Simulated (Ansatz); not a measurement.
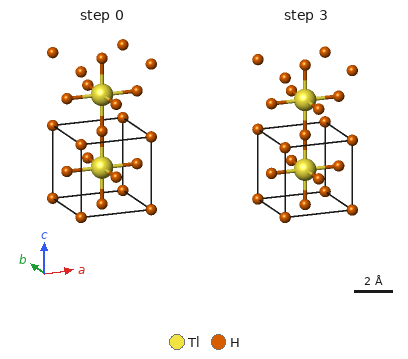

The structure of a crystal of TlH₄ (a generated structure, set up in Pm-3m) (coarse preliminary run) before (left) and after (right) a relaxation, at one scale.

Style: ball-and-stick. Shown: the cell of the calculation, repeated 1 × 1 × 2 with one cell outlined, slightly off an axis.

These are results of DFT PBE, scalar-relativistic, plane waves, PAW in Ansatz 0.2.0, not measurements. Settings: plane-wave cutoff 420 eV; k-point mesh 4 × 4 × 4; occupations gaussian; smearing width 0.1 eV; no spin polarisation; cell and atoms relaxed; force threshold 0.04 eV/Å; at most 70 steps.

### Describe what moved and what it gained.

No atom moves by more than 0.005 Å relative to the cell. The drawn cell changes as follows: a = b = c 4.014 → 3.844 Å (−4.2 %); the volume changes by −12.2 %. Among the contacts that change: H–Tl 2.007 → 1.922 Å. The space group stays Pm-3m (No. 221). After 2 accepted moves (3 points after the start) the energy has fallen by 24.9 meV per atom. All forces vanish by symmetry, so only the cell relaxes. The pressure goes from −4.48 to −0.16 GPa. At 1 point the geometry stayed and the basis and grid were re-selected for the new cell (energy shift of 1.2 meV per atom at most each time).

Limits of the set-up: the k-point mesh is coarse for a cell with partly filled bands.
